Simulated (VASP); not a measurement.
Band structure of Bi$_{2}$Te$_{2}$S (space group R-3m). Computed with LDA (Ceperley-Alder, Perdew-Zunger), VASP's LDA PAW potentials (set 64) (plane waves; VASP 6.6.1).

Unless said otherwise, spin-orbit coupling is left out, though it shifts the bands of the heavy elements here.

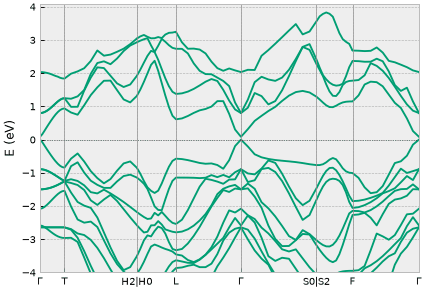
Fig. 1. Bands along high-symmetry lines, zero at the valence-band maximum or, without a gap, the Fermi level

Task: Read the plot: is there a gap, and where are the band edges?

Result: The gap is direct, 0.09 eV, from the valence maximum at Γ to the conduction minimum at Γ. (Edges off the drawn lines would not show.)

The structure comes from a computed database's Bi2Te2S entry (R-3m); how it stands against other phases isn't given here. It was relaxed first, which changed the volume by -10 %.
